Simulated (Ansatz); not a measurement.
**Fields on a plane of Li2O (anti-fluorite)**

```
Li2O
1.0
    0.00000     2.31307     2.31307
    2.31307     0.00000     2.31307
    2.31307     2.31307     0.00000
O Li
1 2
Direct
  0.00000   0.00000   0.00000
  0.25000   0.25000   0.25000
  0.75000   0.75000   0.75000
```

The slice is a {100} plane (indices of the conventional cell) through the point (0.000, 0.000, 0.000) (fractional), spanned by u = [100] and v = [0 1 -1] in vectors of this cell: u (3.27 Å) and v (3.27 Å, at 90° to u). It covers one period; positions are fractions (u, v).

Atoms on it: O at (0.00, 0.00).

Method: PBE (plane waves to 420 eV, PAW, scalar-relativistic; Ansatz, a first-principles code). k mesh 12×12×12. Near the nuclei the fields are pseudised (PAW); where an atom keeps semicore shells as valence, they peak there. Li2O was relaxed with its symmetry unable to fall.

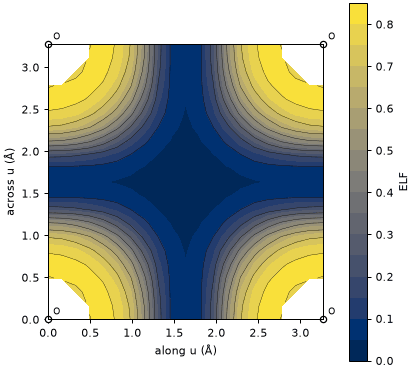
Fig. 1. Electron localisation function (ELF), one period of the plane, atoms marked. Points within 0.4 Å of a nucleus are left white, as the pseudised field means little there.

| v \ u | 0.00 | 0.10 | 0.20 | 0.30 | 0.40 | 0.50 | 0.60 | 0.70 | 0.80 | 0.90 |
|---|---|---|---|---|---|---|---|---|---|---|
| 0.90 | 0.7 | 0.5 | 0.0 | -0.5 | -1.0 | -1.1 | -1.0 | -0.5 | 0.0 | 0.5 |
| 0.80 | 0.2 | 0.0 | -0.3 | -0.7 | -1.1 | -1.3 | -1.1 | -0.7 | -0.3 | 0.0 |
| 0.70 | -0.4 | -0.5 | -0.7 | -1.0 | -1.3 | -1.4 | -1.3 | -1.0 | -0.7 | -0.5 |
| 0.60 | -0.9 | -1.0 | -1.1 | -1.3 | -1.5 | -1.5 | -1.5 | -1.3 | -1.1 | -1.0 |
| 0.50 | -1.1 | -1.2 | -1.3 | -1.4 | -1.5 | -1.6 | -1.5 | -1.4 | -1.3 | -1.2 |
| 0.40 | -0.9 | -1.0 | -1.1 | -1.3 | -1.5 | -1.5 | -1.5 | -1.3 | -1.1 | -1.0 |
| 0.30 | -0.4 | -0.5 | -0.7 | -1.0 | -1.3 | -1.4 | -1.3 | -1.0 | -0.7 | -0.5 |
| 0.20 | 0.2 | 0.0 | -0.3 | -0.7 | -1.1 | -1.3 | -1.1 | -0.7 | -0.3 | 0.0 |
| 0.10 | 0.7 | 0.5 | 0.0 | -0.5 | -1.0 | -1.1 | -1.0 | -0.5 | 0.0 | 0.5 |
| 0.00 | 0.9 | 0.7 | 0.2 | -0.4 | -0.9 | -1.1 | -0.9 | -0.4 | 0.2 | 0.7 |

Values: log₁₀ of the valence density in e/Å³. The scale is logarithmic, as a density can span decades between atoms and voids.
